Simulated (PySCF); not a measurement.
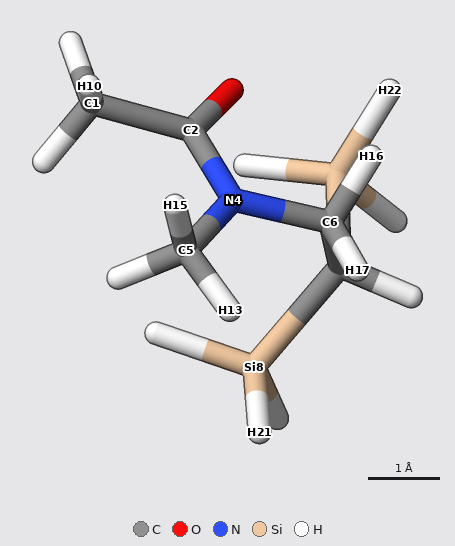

**Figure 1.** The input geometry (stick view, seen at a tilt; atoms are numbered from 1 in the order of the input).

## NMR shielding calculation, with input and output: C$_{5}$H$_{15}$NOSi$_{2}$

System: C$_{5}$H$_{15}$NOSi$_{2}$, SMILES CC(=O)N(C)CC([SiH3])[SiH3].
Method: GIAO PBE0/pcSseg-1 NMR shielding, non-relativistic, gas phase (PySCF 2.14.0).

The geometry comes from this level: GFN2-xTB. It belongs to a series of runs on one base structure; here: H on N replaced by COCH3. Figures and captions count atoms from 1; the log counts them from 0 in places.

**Log**
```
coarse grid: 20128 points
cycle   1  E = -907.6233664917  dE =  9.982e-01  |g| = 8.411e-01  |ddm| = 4.278e+00
cycle   2  E = -907.1564688865  dE =  4.669e-01  |g| = 1.746e+00  |ddm| = 2.497e+00
cycle   3  E = -907.7585318999  dE = -6.021e-01  |g| = 2.043e-01  |ddm| = 1.942e+00
cycle   4  E = -907.7665593488  dE = -8.027e-03  |g| = 8.454e-02  |ddm| = 2.297e-01
cycle   5  E = -907.7681336046  dE = -1.574e-03  |g| = 2.208e-02  |ddm| = 8.466e-02
cycle   6  E = -907.7682414666  dE = -1.079e-04  |g| = 5.778e-03  |ddm| = 2.258e-02
cycle   7  E = -907.7682483939  dE = -6.927e-06  |g| = 1.192e-03  |ddm| = 4.546e-03
final grid: 182672 points
cycle   8  E = -907.8291790313  dE = -4.206e-05  |g| = 1.249e-02  |ddm| = 3.977e-02
cycle   9  E = -907.8291083980  dE =  7.063e-05  |g| = 2.266e-02  |ddm| = 2.730e-02
cycle  10  E = -907.8292102077  dE = -1.018e-04  |g| = 2.986e-03  |ddm| = 1.948e-02
cycle  11  E = -907.8292120485  dE = -1.841e-06  |g| = 3.587e-04  |ddm| = 2.642e-03
cycle  12  E = -907.8292120741  dE = -2.561e-08  |g| = 1.530e-04  |ddm| = 4.744e-04
cycle  13  E = -907.8292120796  dE = -5.473e-09  |g| = 3.171e-05  |ddm| = 1.549e-04
cycle  14  E = -907.8292120798  dE = -2.340e-10  |g| = 6.081e-06  |ddm| = 3.918e-05
```

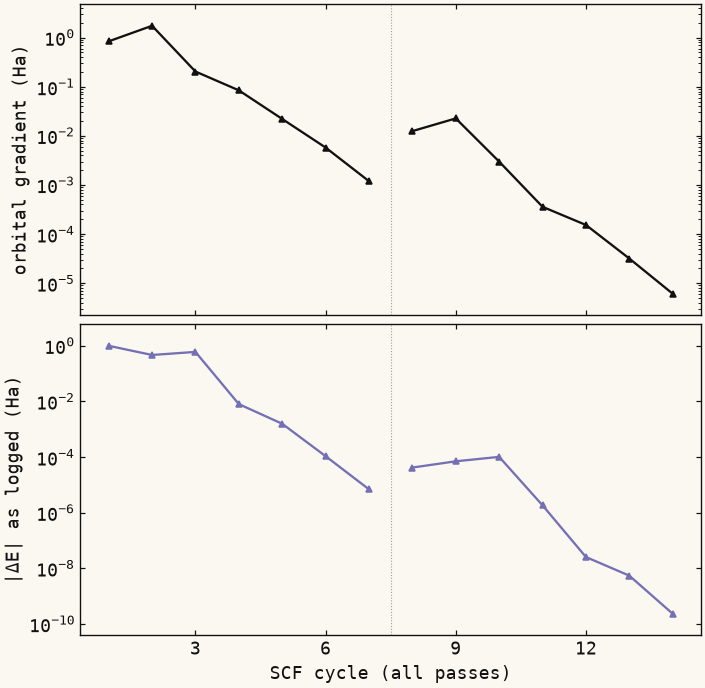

**Figure 2.** Convergence of the self-consistent field: orbital gradient and size of the energy change against the SCF cycle. The dotted line marks the change from a coarse to the final integration grid. The first 7 cycles use a coarse grid, the final grid takes over at cycle 8, and the field converges after 14 cycles in all.

```
converged SCF energy = -907.8292120798

GIAO shielding tensors (ppm)
atom      isotropic    diamagn.    paramagn.     s11        s22        s33       span
  0 C      162.878     251.824     -88.946    144.321    156.360    187.952     43.631
  1 C       10.843     252.334    -241.491    -63.126      0.762     94.893    158.019
  2 O      -94.844     406.944    -501.788   -379.912   -185.814    281.196    661.108
  3 N      131.161     338.653    -207.492      6.675    167.028    219.780    213.105
  4 C      145.056     246.466    -101.410    118.332    134.976    181.861     63.530
  5 C      127.057     247.780    -120.723    106.930    123.923    150.318     43.388
  6 C      180.438     257.365     -76.926    155.289    180.545    205.481     50.191
  7 Si     421.929     881.451    -459.521    384.677    407.530    473.582     88.906
  8 Si     424.708     878.753    -454.045    360.439    421.092    492.592    132.153
  9 H       29.822      29.451       0.371     25.498     29.213     34.755      9.257
 10 H       29.635      28.772       0.863     25.135     28.248     35.520     10.385
 11 H       29.629      31.024      -1.395     25.941     29.170     33.775      7.834
 12 H       29.004      31.570      -2.566     24.655     28.539     33.819      9.164
 13 H       28.607      31.772      -3.164     25.822     26.538     33.461      7.639
 14 H       28.453      29.777      -1.324     24.293     25.880     35.187     10.894
 15 H       27.502      33.120      -5.619     23.110     27.118     32.278      9.168
 16 H       28.737      33.885      -5.148     23.525     29.189     33.497      9.972
 17 H       31.345      32.375      -1.030     26.652     28.147     39.236     12.585
 18 H       27.819      30.028      -2.209     24.094     25.503     33.861      9.767
 19 H       28.090      31.827      -3.736     24.733     27.883     31.655      6.922
 20 H       27.797      30.915      -3.118     24.525     25.841     33.023      8.498
 21 H       27.194      29.882      -2.688     23.728     25.911     31.942      8.214
 22 H       27.627      30.064      -2.437     24.413     26.914     31.554      7.141
 23 H       27.730      29.226      -1.496     23.713     25.738     33.740     10.027
```

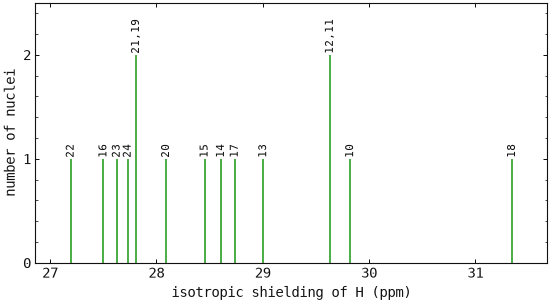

**Figure 3.** Isotropic shieldings of the hydrogen nuclei in this fixed geometry, labelled by atom number; shielding grows to the right, so chemical shift grows to the left. The least shielded is H22 (27.2 ppm), the most shielded H18 (31.3 ppm).

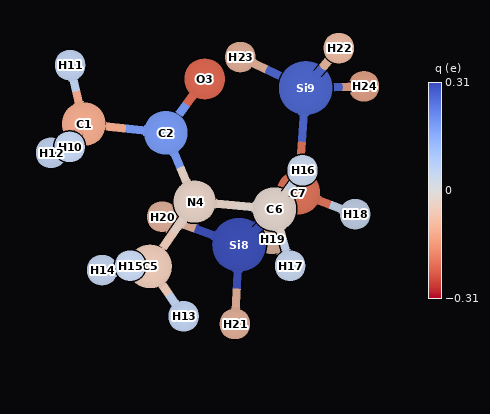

**Figure 4.** Hirshfeld charges, as the colour of each atom (ball-and-stick view, seen at a tilt; atoms are numbered from 1 in the order of the input). By element: C −0.20 to +0.19, O −0.22, N −0.03, Si +0.26 to +0.29 and H −0.12 to +0.06 e.

This output came from the following input.

**The input**
```
{"job": {"kind": "nmr", "xc": "PBE0", "basis": "pcSseg-1"}, "charge": 0, "multiplicity": 1}
C     -2.560058     0.874481    -0.582308
C     -1.219410     0.829324     0.109904
O     -0.550129     1.843619     0.263881
N     -0.800306    -0.363827     0.560532
C     -1.543482    -1.582968     0.359811
C      0.460546    -0.388482     1.285792
C      1.668292    -0.069299     0.407564
Si     1.666937    -1.087021    -1.189825
Si     1.896111     1.812418     0.100026
H     -3.338739     0.451462     0.047978
H     -2.797453     1.910758    -0.805475
H     -2.521753     0.312391    -1.513426
H     -0.932006    -2.428971     0.662774
H     -1.803083    -1.715958    -0.691512
H     -2.464043    -1.590618     0.952056
H      0.393434     0.346202     2.097207
H      0.562684    -1.380280     1.733991
H      2.546109    -0.376527     0.983944
H      2.945705    -0.943652    -1.878211
H      0.574796    -0.690135    -2.086541
H      1.456244    -2.509943    -0.868481
H      1.627659     2.576021     1.311420
H      1.354109     2.274298    -1.170235
H      3.366103     1.916470    -0.083310
```

The first line tells a small driver script what to run in PySCF; the rest is the geometry in Å.

Launched with:
```bash
OMP_NUM_THREADS=1 python <driver script> task.json out
```

**Key numbers**

- outcome: converged
- total energy: −907.829212 hartree
- HOMO: −7.20 eV
- LUMO: 0.30 eV
- dipole moment: 5.03 D
- isotropic shielding, C: 10.8 to 180.4 ppm
- isotropic shielding, O: −94.8 ppm
- isotropic shielding, N: 131.2 ppm
- isotropic shielding, Si: 421.9 to 424.7 ppm
- isotropic shielding, H: 27.2 to 31.3 ppm
- hardware: 1 CPU thread, shared host
- wall time: 3.6 min
- peak memory: 1.1 GiB
